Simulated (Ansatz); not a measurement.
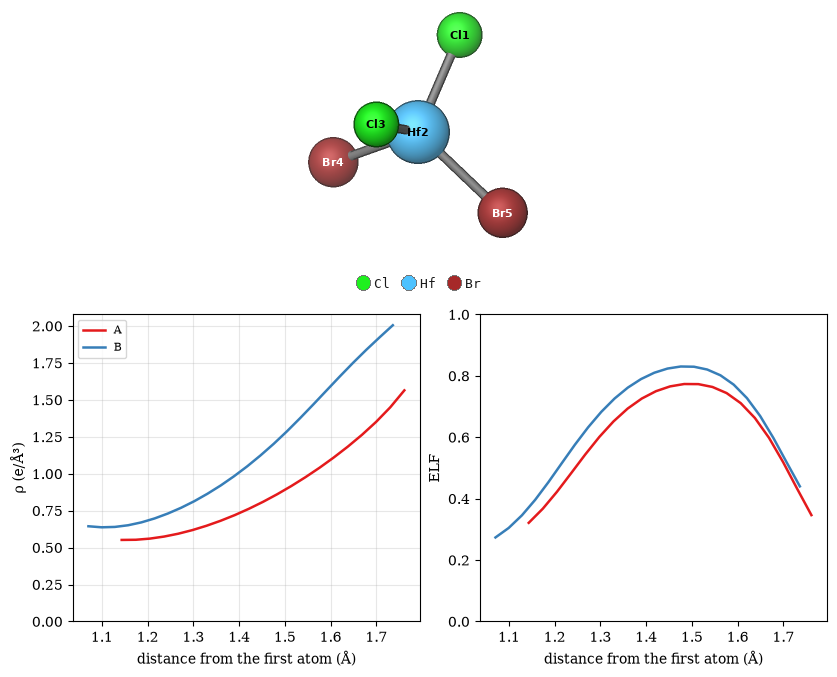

Figure. Br2Cl2Hf (SMILES [Cl][Hf]([Cl])([Br])[Br]). Electron density and electron localisation function along straight lines between neighbouring atoms. The curves leave out the atomic cores. The structure is drawn too.

Geometry: PBE0-D4/def2-TZVP; core potentials replace the inner electrons of Hf.

All numbers below come from RKS PBE0-D4/def2-TZVPP in Ansatz.

```yaml
atoms:
  - { symbol: Cl, position_ang: [-0.5950, -0.3295, 2.2233] }
  - { symbol: Hf, position_ang: [0.0260, -0.0324, 0.0134] }
  - { symbol: Cl, position_ang: [1.9781, -1.2081, -0.3922] }
  - { symbol: Br, position_ang: [-1.7658, -0.8749, -1.4663] }
  - { symbol: Br, position_ang: [0.4067, 2.3712, -0.4196] }
```

**Which curve belongs to which contact (Hf–Br and Hf–Cl)? The first atom named is at distance zero.**

Curve A: Hf–Br (2.47 Å): ρ is about 0.57 e/Å³ halfway; the ELF peaks at about 0.75 in the valence shell of Br, 1.0 Å from its nucleus, and is about 0.50 at the midpoint. Curve B: Hf–Cl (2.31 Å): the density is about 0.65 e/Å³ at the midpoint; the ELF peaks at about 0.85 in the valence shell of Cl, 0.8 Å from its nucleus, and is about 0.40 at the midpoint.
